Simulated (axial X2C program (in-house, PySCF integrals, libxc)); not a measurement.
Relativistic diatomic calculation, with input and output: SP

- system: SP, single determinant with Ω = 1/2.
- method: r2SCAN0, two-component X2C with atomic mean-field Coulomb and Gaunt terms, S dyall-v3z, P dyall-v3z (cores contracted) (axial X2C program (in-house, PySCF integrals, libxc))

## Input
```
{"zs": [16, 15], "q": 0, "bas": ["dyall-v3z", "dyall-v3z"], "levels": ["PBE0", "HF", "r2SCAN0", "B3LYP"], "cc": false, "r0": 1.96, "npts": 10, "nst": 2, "ntry": 6, "opt": {"nrad": 30, "nth": 6}}
```

The line is the task of a batch: nuclear charges, charge, bases, the levels to run, a first guess of the distance and further settings. This report covers r2SCAN0 with spin-orbit coupling. The log is that of the reference distance 1.912 Å.

Hardware: 1 thread of Arm Neoverse N1, 54 GiB of memory available, shared host.

Launched within a batch (the task file carries these settings):
```bash
python <driver script> task.json out
```

## Log
```
two-component X2C + atomic mean field  r2SCAN0
basis functions 92  fitting functions 575  grid points 252
iter        total energy     max residual
   1       -741.278132504     4.91e-02
   2       -741.279362126     6.03e-03
   3       -741.279572392     5.95e-03
   4       -741.279598206     3.51e-04
   5       -741.279599080     1.24e-04
   6       -741.279599256     4.18e-05
   7       -741.279599305     2.50e-05
   8       -741.279599328     1.44e-05
   9       -741.279599333     6.39e-06
converged
one-electron -1156.26468947  Coulomb 397.66920193  exact exchange -11.94851074  xc functional -37.05140772  nuclear repulsion 66.42391769  atomic mean-field constant -0.10811102
```

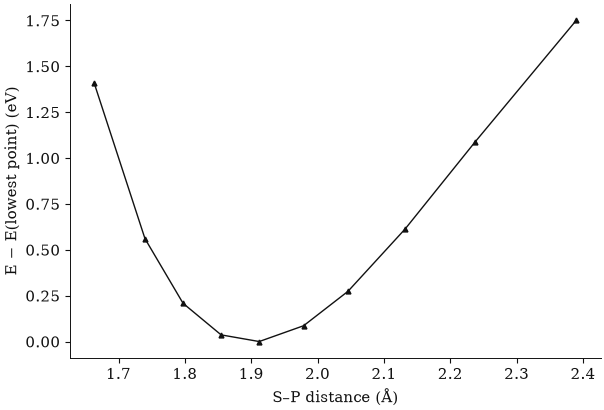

Figure 1. Energy at 10 bond lengths, for one set of occupations held fixed; the line joins the points. A polynomial of degree 6 through 9 points gives rₑ = 1.901 Å, ωₑ = 752.5 cm⁻¹, ωₑxₑ = 1.7 cm⁻¹ and Bₑ = 0.2965 cm⁻¹. The minimum lies 4.01 eV below S + P, each computed as one determinant at the same level.

## What the run reported

| quantity | value |
| --- | --- |
| outcome | converged |
| bond length rₑ | 1.901 Å |
| ωₑ | 752.5 cm⁻¹ |
| energy at the minimum | −741.27967 hartree |
| depth below the fragments | 4.01 eV |
| wall time | 3.1 s |
| peak memory | 0.19 GiB |

## What is odd here

This input holds a deliberate oddity: coarse grid (nrad = 30.0) (nth = 6.0). The program ran to the end. Its numbers are those of the input as typed; this run alone doesn't show how far the oddity moves them.
